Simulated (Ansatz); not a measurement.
The Ansatz input:

```
crystal:
  lattice:
    - [8.4486369609, 0.0, 0.0]
    - [-4.2243184805, 7.3167342355, 0.0]
    - [0.0, 0.0, 26.5651554614]
  atoms:
    - { symbol: Al, position: [0.2222222222, 0.1111111111, 0.3011463649] }
    - { symbol: Al, position: [0.2222222222, 0.4444444444, 0.3011463649] }
    - { symbol: Al, position: [0.2222222222, 0.7777777778, 0.3011463649] }
    - { symbol: Al, position: [0.5555555556, 0.1111111111, 0.3011463649] }
    - { symbol: Al, position: [0.5555555556, 0.4444444444, 0.3011463649] }
    - { symbol: Al, position: [0.5555555556, 0.7777777778, 0.3011463649] }
    - { symbol: Al, position: [0.8888888889, 0.1111111111, 0.3011463649] }
    - { symbol: Al, position: [0.8888888889, 0.4444444444, 0.3011463649] }
    - { symbol: Al, position: [0.8888888889, 0.7777777778, 0.3011463649] }
    - { symbol: Al, position: [0.4409586475, 0.216115946, 0.3922690793] }
    - { symbol: Al, position: [0.4446369801, 0.5586563676, 0.3894486339] }
    - { symbol: Al, position: [0.4360540449, 0.884400411, 0.3944911113] }
    - { symbol: Al, position: [0.7766069321, 0.2230922071, 0.3907895354] }
    - { symbol: Al, position: [0.7732647058, 0.5523265501, 0.3915168498] }
    - { symbol: Al, position: [0.7709997668, 0.8874837113, 0.3911181555] }
    - { symbol: Al, position: [0.1068995024, 0.2239978273, 0.3901169841] }
    - { symbol: Al, position: [0.1094347304, 0.5534232619, 0.3943233006] }
    - { symbol: Al, position: [0.1071330635, 0.885922904, 0.3907757692] }
    - { symbol: Al, position: [0.6802771177, 0.3392826617, 0.4775637972] }
    - { symbol: Al, position: [0.6571779966, 0.6662693909, 0.4929627781] }
    - { symbol: Al, position: [0.6739800791, 0.0117946188, 0.4793368086] }
    - { symbol: Al, position: [0.0151861521, 0.3437986172, 0.4941968833] }
    - { symbol: Al, position: [-0.0015962814, 0.6750758625, 0.4798101573] }
    - { symbol: Al, position: [-0.0090711, -0.0017358347, 0.4766365337] }
    - { symbol: Al, position: [0.3336351278, 0.3396770468, 0.4737574325] }
    - { symbol: Al, position: [0.3363903302, 0.6974791397, 0.4948622655] }
    - { symbol: Al, position: [0.3343363099, 0.01991481, 0.4903793479] }
basis:
  ecutwfc: 420
kpoints:
  mp_grid: { grid: [3, 3, 1] }
hamiltonian:
  xc: pbe
  dispersion: d3bj
scf:
  occupations: { method: gaussian, width: 0.1 }
output:
  forces: true
  eigenvalues: true
  write_density: true
  volumetric_format: npy
efield:
  axis: 3
  dipole_correction: true
  ramp_width: 0.04
```

Launched with:
```bash
ansatz run input.yaml --threads 4 --pin off --max-ram 10240MiB --backend cpu --events-out ev --progress --plain --runs-dir out
```

What does the potential across the slab give for the work function?

The work function is 3.84 eV, the same on both faces. The two vacuum levels agree, so the slab has no net dipole along its normal. The outermost atoms are 5.1 Å apart, which leaves 21.4 Å of vacuum in a cell 26.6 Å high.

The atoms aren't at rest in this cell (largest force 0.5 eV/Å), so the relaxed material can differ.

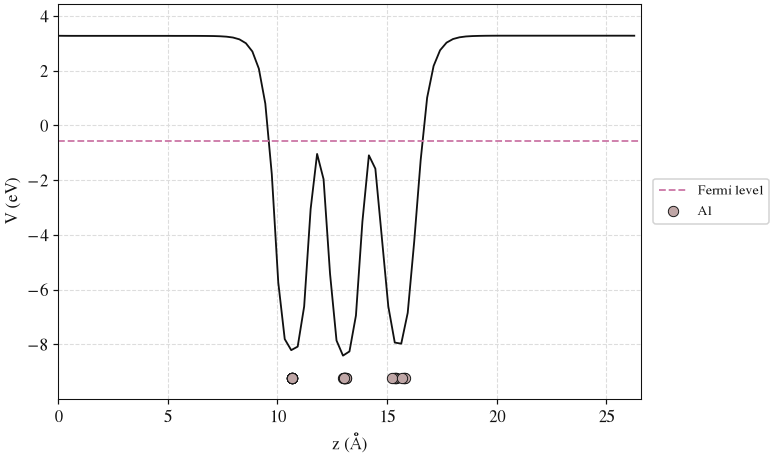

Plane-averaged electrostatic potential energy of an electron across the slab; circles at the bottom mark the heights of the atoms.
